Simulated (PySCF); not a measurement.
C₁₀H₁₇PSi (PhP(H)CH2SiMe3 (3))

The calculation's input:

```
{"job": {"kind": "nmr", "xc": "PBE0", "basis": "pcSseg-1"}, "charge": 0, "multiplicity": 1}
C     -3.231435     1.751386     0.663699
Si    -2.415384     0.090326     0.319708
C     -2.932687    -1.167284     1.617984
C     -2.912141    -0.516253    -1.391948
C     -0.534027     0.319691     0.388997
P      0.420630    -1.228912     0.015244
C      2.131300    -0.564737    -0.105764
C      2.952101    -0.637317     1.027593
C      4.249756    -0.129614     1.001748
C      4.752829     0.441714    -0.166075
C      3.950653     0.507949    -1.305100
C      2.648538     0.012776    -1.273329
H     -2.939796     2.502264    -0.087596
H     -4.329269     1.660184     0.640152
H     -2.946998     2.136920     1.655638
H     -2.423307    -2.130309     1.456259
H     -2.676451    -0.819067     2.631304
H     -4.019520    -1.344821     1.586486
H     -2.502349    -1.517733    -1.598230
H     -2.550593     0.165789    -2.178347
H     -4.008427    -0.580543    -1.480547
H     -0.225020     1.149256    -0.269301
H     -0.270789     0.611464     1.420901
H      0.162615    -1.267756    -1.389008
H      2.568964    -1.103899     1.940025
H      4.875357    -0.189863     1.895948
H      5.773191     0.831964    -0.190824
H      4.341040     0.950714    -2.224890
H      2.023514     0.076341    -2.168422
```

Launched as:

```sh
OMP_NUM_THREADS=1 python probes_run.py task.json out
```

Geometry: PBE0-D3(BJ)/def2-SVP.

Level of theory: PBE0/pcSseg-1, SCF density, gas phase, non-relativistic (PySCF 2.14.0).

**What can the converged electron density and electron localisation function tell about the bonding?**

C–C (1.39 Å): the density is about 2.1 e/Å³ at the midpoint; the ELF peaks at about 0.95 between the atoms, as expected for a covalent bond.
C–P (1.84 Å): the density is about 1.1 e/Å³ at the midpoint; the ELF peaks at about 0.95 between the atoms; a covalent bond.
C–H (1.09 Å): ρ at the midpoint is about 2 e/Å³; the ELF climbs to about 1 towards the hydrogen, as it does in any bond to H; a covalent bond by its length.

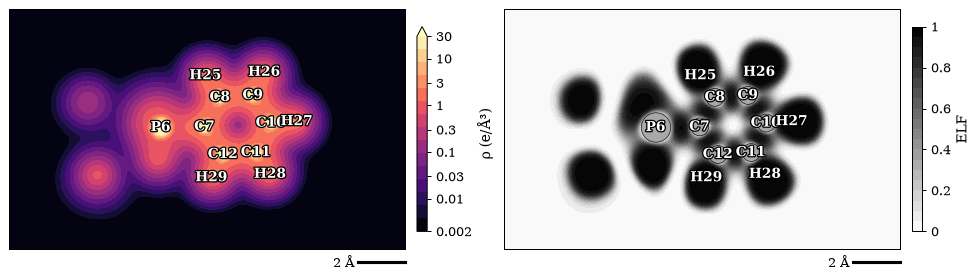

Computed electron density and electron localisation function on the plane of atoms C7, C8 and C9, in this order. Grey discs cover the atomic cores in the ELF map. 
